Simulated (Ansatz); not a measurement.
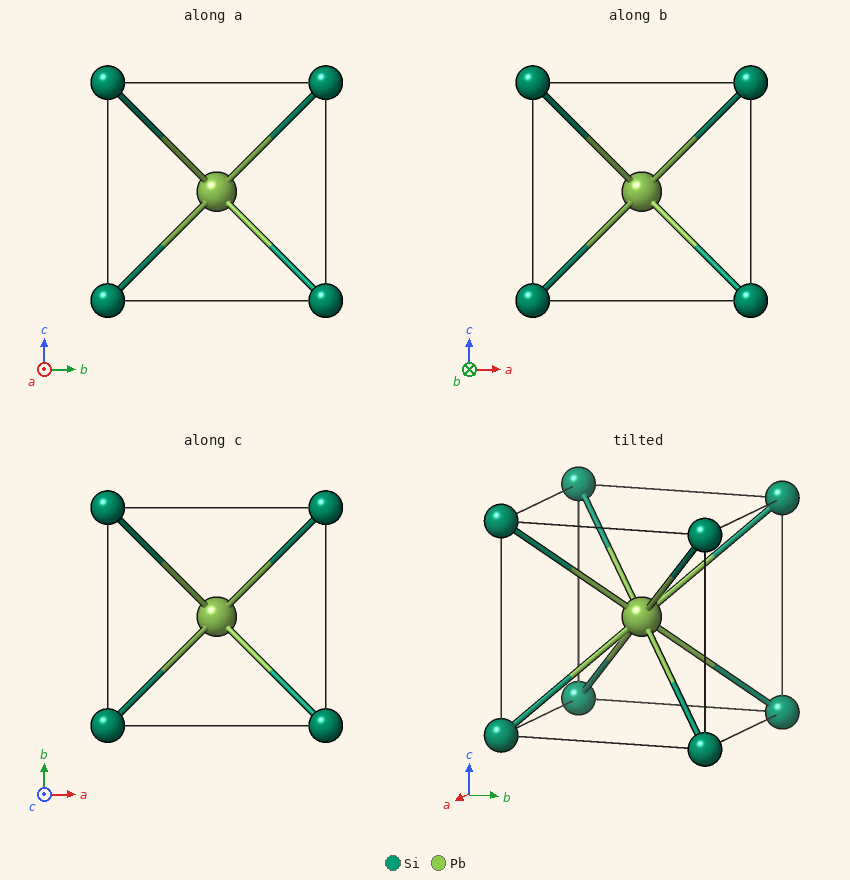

Ball-and-stick representation of a periodic structure, projected along the a axis, along the b axis, along the c axis and slightly off an axis. The frame is the conventional unit cell; atoms at its boundary are shown with their periodic copies.

Lattice parameters: a = 3.581 Å, b = 3.581 Å, c = 3.581 Å, α = 90.00°, β = 90.00°, γ = 90.00°.

Question: Convert the drawing into a table of Wyckoff sites.

Answer: Space group Pm-3m (No. 221).
```csv
atom,site,x,y,z
Si,1a,0.0000,0.0000,0.0000
Pb,1b,0.5000,0.5000,0.5000
```

The structure comes from a structure type filled with these elements by a generator (whether the compound takes this form wasn't checked). Earlier steps of the study may have refined or changed the cell and positions. It was run through Ansatz as a DFT input.
